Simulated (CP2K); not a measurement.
**C3H10Si (trimethylsilane): BLYP-D3(BJ)/DZVP-MOLOPT-SR-GTH (core potential)**

Aim: the vertical ionisation energy of C3H10Si (trimethylsilane) at BLYP-D3(BJ)/DZVP-MOLOPT-SR-GTH (core potential), from 2 runs. 

The results are computed with CP2K 2026.2.

**1. Starting point**

C3H10Si: 14 atoms, total charge 0, spin state singlet. As SMILES, `C[SiH](C)C`. Geometry: relaxed at PBE0-D4/def2-TZVP.

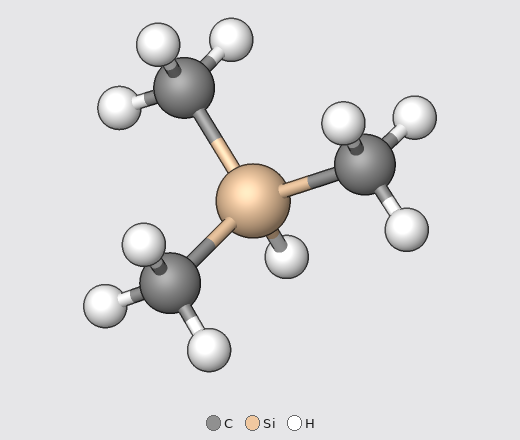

Viewed from a chosen angle; carbon grey, silicon light orange, hydrogen white.

**2. A single-point energy at BLYP-D3(BJ)/DZVP-MOLOPT-SR-GTH (core potential)**

run.inp

```
&FORCE_EVAL
    METHOD QUICKSTEP
    &DFT
        BASIS_SET_FILE_NAME BASIS_MOLOPT
        POTENTIAL_FILE_NAME GTH_POTENTIALS
        &QS
            METHOD GPW
            EPS_DEFAULT 1.0E-10
        &END QS
        &MGRID
            CUTOFF 400
            REL_CUTOFF 50
            NGRIDS 4
        &END MGRID
        &POISSON
            PERIODIC NONE
            POISSON_SOLVER MULTIPOLE
        &END POISSON
        &SCF
            SCF_GUESS ATOMIC
            EPS_SCF 1.0E-06
            MAX_SCF 100
            ADDED_MOS 5
            &DIAGONALIZATION
                ALGORITHM STANDARD
            &END DIAGONALIZATION
            &MIXING
                METHOD DIRECT_P_MIXING
                ALPHA 0.4
            &END MIXING
        &END SCF
        &XC
            &XC_FUNCTIONAL BLYP
            &END XC_FUNCTIONAL
            &VDW_POTENTIAL
                POTENTIAL_TYPE PAIR_POTENTIAL
                &PAIR_POTENTIAL
                    TYPE DFTD3(BJ)
                    PARAMETER_FILE_NAME dftd3.dat
                    REFERENCE_FUNCTIONAL BLYP
                    R_CUTOFF 15
                &END PAIR_POTENTIAL
            &END VDW_POTENTIAL
        &END XC
        &PRINT
            &MOMENTS
                PERIODIC F
                REFERENCE COM
                MAX_MOMENT 1
            &END MOMENTS
            &MO ON
                ENERGIES T
                OCCUPATION_NUMBERS T
                NDIGITS 6
                &EACH
                    QS_SCF 0
                &END EACH
                ADD_LAST NUMERIC
            &END MO
            &HIRSHFELD OFF
            &END HIRSHFELD
        &END PRINT
    &END DFT
    &SUBSYS
        &CELL
            ABC 10.9 11.5 10.7
            PERIODIC NONE
        &END CELL
        &COORD
            C     -0.956800     1.082600    -1.038400
            Si    -0.338800    -0.014600     0.348900
            C      1.239400     0.684100     1.077800
            C     -0.051300    -1.756700    -0.277600
            H     -1.888100     0.697200    -1.460900
            H     -1.145900     2.098700    -0.683100
            H     -0.221600     1.141300    -1.845900
            H     -1.379500    -0.059300     1.420400
            H      2.029000     0.733500     0.322800
            H      1.601800     0.063500     1.901200
            H      1.081800     1.694100     1.464300
            H     -0.968800    -2.184000    -0.689800
            H      0.706900    -1.767300    -1.065700
            H      0.291900    -2.413100     0.526000
        &END COORD
        &TOPOLOGY
            &CENTER_COORDINATES
            &END CENTER_COORDINATES
        &END TOPOLOGY
        &KIND C
            BASIS_SET DZVP-MOLOPT-SR-GTH-q4
            POTENTIAL GTH-BLYP-q4
        &END KIND
        &KIND Si
            BASIS_SET DZVP-MOLOPT-SR-GTH-q4
            POTENTIAL GTH-BLYP-q4
        &END KIND
        &KIND H
            BASIS_SET DZVP-MOLOPT-SR-GTH-q1
            POTENTIAL GTH-BLYP-q1
        &END KIND
    &END SUBSYS
&END FORCE_EVAL

&GLOBAL
    PROJECT_NAME run
    RUN_TYPE ENERGY
    PRINT_LEVEL MEDIUM
&END GLOBAL
```

On the command line:

```
$ OMP_NUM_THREADS=1 cp2k.psmp -i run.inp > run.out 2>&1
```

The program printed, cut to the lines that bear on the results:

```text
CP2K| version string:                                       CP2K version 2026.2
[...]
 GLOBAL| Method name                                                        CP2K
[...]
 GLOBAL| Run type                                                         ENERGY
[...]
 DFT| Spin restricted Kohn-Sham (RKS) calculation                            RKS
 DFT| Multiplicity                                                             1
[...]
 DFT| Charge                                                                   0
[...]
 FUNCTIONAL| BECKE88:
 FUNCTIONAL| LYP:
[...]
 QS| Method:                                                                 GPW
[...]
 QS| Density cutoff [a.u.]:                                                200.0
[...]
 QS| Relative density cutoff [a.u.]:                                        25.0
[...]
                             - Atoms:                                         14
[...]
                             - Spherical basis functions:                    102
[...]
 Number of electrons:                                                         26
[...]
     1 P_Mix/Diag. 0.40E+00    1.5     1.29133296       -25.3310735749 -2.53E+01
[...]
    13 DIIS/Diag.  0.96E-07    1.6     0.00000006       -26.8760687128 -4.02E-12
  *** SCF run converged in    13 steps ***
[...]
  Overlap energy of the core charge distribution:               0.00000253403464
  Self energy of the core charge distribution:                -64.41569919004699
  Core Hamiltonian energy:                                     19.97292874812610
  Hartree energy:                                              27.57653584139527
  Exchange-correlation energy:                                 -9.98837086912881
  Dispersion energy:                                           -0.02146577720571
  Total energy:                                               -26.87606871282549
[...]
                     Mulliken Population Analysis
 #  Atom  Element  Kind  Atomic population                           Net charge
       1     C        1          4.385743                             -0.385743
       2     Si       2          3.452253                              0.547747
       3     C        1          4.385721                             -0.385721
       4     C        1          4.385792                             -0.385792
       5     H        3          0.934307                              0.065693
       6     H        3          0.934289                              0.065711
       7     H        3          0.932966                              0.067034
       8     H        3          0.985748                              0.014252
       9     H        3          0.932982                              0.067018
      10     H        3          0.934293                              0.065707
      11     H        3          0.934328                              0.065672
      12     H        3          0.934300                              0.065700
[...]
  Dipole moment [Debye]
    X=  0.3062430E+00 Y=  0.1320996E-01 Z= -0.3153601E+00  Total=      0.4397855
 ENERGY| Total FORCE_EVAL ( QS ) energy [hartree]            -26.876068712825489
[...]
```

Wall time 23 s (1 thread of AMD EPYC 9R14 (Zen 4), shared host); peak memory 1.1 GiB.

**3. The doublet cation at the same level**

run.inp

```
&GLOBAL
 PROJECT_NAME run
 RUN_TYPE ENERGY
 PRINT_LEVEL MEDIUM
&END GLOBAL

&FORCE_EVAL
 METHOD QUICKSTEP
 &DFT
  BASIS_SET_FILE_NAME BASIS_MOLOPT
  POTENTIAL_FILE_NAME GTH_POTENTIALS
  CHARGE 1
  MULTIPLICITY 2
  UNRESTRICTED_KOHN_SHAM T
  &QS
   METHOD GPW
   EPS_DEFAULT 1.0E-10
  &END QS
  # real-space grids
  &MGRID
   CUTOFF 400
   REL_CUTOFF 50
   NGRIDS 4
  &END MGRID
  # cluster boundary conditions
  &POISSON
   PERIODIC NONE
   POISSON_SOLVER MULTIPOLE
  &END POISSON
  # SCF settings
  &SCF
   SCF_GUESS ATOMIC
   EPS_SCF 1.0E-06
   MAX_SCF 40
   &OT ON
    MINIMIZER DIIS
    PRECONDITIONER FULL_SINGLE_INVERSE
   &END OT
   &OUTER_SCF
    EPS_SCF 1.0E-06
    MAX_SCF 8
   &END OUTER_SCF
  &END SCF
  # functional
  &XC
   &XC_FUNCTIONAL BLYP
   &END XC_FUNCTIONAL
   &VDW_POTENTIAL
    POTENTIAL_TYPE PAIR_POTENTIAL
    &PAIR_POTENTIAL
     TYPE DFTD3(BJ)
     PARAMETER_FILE_NAME dftd3.dat
     REFERENCE_FUNCTIONAL BLYP
     R_CUTOFF 15
    &END PAIR_POTENTIAL
   &END VDW_POTENTIAL
  &END XC
  &PRINT
   &MOMENTS
    PERIODIC F
    REFERENCE COM
    MAX_MOMENT 1
   &END MOMENTS
   &MO_CUBES
    NLUMO 5
    NHOMO -1
    WRITE_CUBE F
   &END MO_CUBES
   &HIRSHFELD OFF
   &END HIRSHFELD
  &END PRINT
 &END DFT
 &SUBSYS
  &CELL
   ABC [angstrom] 10.9 11.5 10.7
   PERIODIC NONE
  &END CELL
  &COORD
   C      4.422750     6.989800     4.283950
   Si     5.040750     5.892600     5.671250
   C      6.618950     6.591300     6.400150
   C      5.328250     4.150500     5.044750
   H      3.491450     6.604400     3.861450
   H      4.233650     8.005900     4.639250
   H      5.157950     7.048500     3.476450
   H      4.000050     5.847900     6.742750
   H      7.408550     6.640700     5.645150
   H      6.981350     5.970700     7.223550
   H      6.461350     7.601300     6.786650
   H      4.410750     3.723200     4.632550
   H      6.086450     4.139900     4.256650
   H      5.671450     3.494100     5.848350
  &END COORD
  &KIND C
   BASIS_SET DZVP-MOLOPT-SR-GTH-q4
   POTENTIAL GTH-BLYP-q4
  &END KIND
  &KIND Si
   BASIS_SET DZVP-MOLOPT-SR-GTH-q4
   POTENTIAL GTH-BLYP-q4
  &END KIND
  &KIND H
   BASIS_SET DZVP-MOLOPT-SR-GTH-q1
   POTENTIAL GTH-BLYP-q1
  &END KIND
 &END SUBSYS
&END FORCE_EVAL
```

On the command line:

```
$ OMP_NUM_THREADS=1 cp2k.psmp run.inp > run.out
```

The program printed, cut to the lines that bear on the results:

```text
CP2K| version string:                                       CP2K version 2026.2
[...]
 GLOBAL| Method name                                                        CP2K
[...]
 GLOBAL| Run type                                                         ENERGY
[...]
 DFT| Spin unrestricted (spin-polarized) Kohn-Sham calculation               UKS
 DFT| Multiplicity                                                             2
[...]
 DFT| Charge                                                                   1
[...]
 FUNCTIONAL| BECKE88:
 FUNCTIONAL| LYP:
[...]
 QS| Method:                                                                 GPW
[...]
 QS| Density cutoff [a.u.]:                                                200.0
[...]
 QS| Relative density cutoff [a.u.]:                                        25.0
[...]
                             - Atoms:                                         14
[...]
                             - Spherical basis functions:                    102
[...]
 Number of electrons:                                                         13
[...]
     1 OT DIIS     0.80E-01    3.0     0.06358835       -24.0447393692 -2.40E+01
[...]
    23 OT DIIS     0.80E-01    3.0     0.00000069       -26.5087504216 -4.71E-10
  *** SCF run converged in    23 steps ***
[...]
  Overlap energy of the core charge distribution:               0.00000253403464
  Self energy of the core charge distribution:                -64.41569919004699
  Core Hamiltonian energy:                                     19.63310686360359
  Hartree energy:                                              27.93803693936264
  Exchange-correlation energy:                                 -9.64273179136399
  Dispersion energy:                                           -0.02146577720571
  Total energy:                                               -26.50875042161582
[...]
  Dipole moment [Debye]
    X=  0.2429068E+00 Y= -0.2017809E+00 Z= -0.2900004E+00  Total=      0.4287418
[...]
 HOMO - LUMO gap [eV] :    0.047976
 ENERGY| Total FORCE_EVAL ( QS ) energy [hartree]            -26.508750421615819
[...]
```

It took 3.3 min on 1 thread of AMD EPYC 9R14 (Zen 4), shared host; peak memory 1.4 GiB.

**4. Summary of results**

At BLYP-D3(BJ)/DZVP-MOLOPT-SR-GTH (core potential):

| quantity | value |
| --- | --- |
| singlet C3H10Si: total energy | -26.87607 Eh |
| singlet C3H10Si: dipole moment | 0.44 D |
| singlet C3H10Si: HOMO energy | -7.03 eV |
| singlet C3H10Si: LUMO energy | 1.86 eV |
| singlet C3H10Si: HOMO–LUMO gap | 8.89 eV |
| singlet C3H10Si: dispersion energy | -56.36 kJ/mol |
| doublet cation: total energy | -26.50875 Eh |
| doublet cation: HOMO energy (highest over α and β) | -12.98 eV |
| doublet cation: LUMO energy (lowest over α and β) | -12.94 eV |
| doublet cation: dispersion energy | -56.36 kJ/mol |
| doublet cation: ⟨S²⟩ | 0.753 |
| vertical ionisation energy (to the doublet cation) | 9.995 eV |

**Reading.** Removing an electron at fixed nuclei costs 10.00 eV (230 kcal/mol). The negative HOMO energy of the first species, 7.03 eV, lies 2.96 eV below that difference.
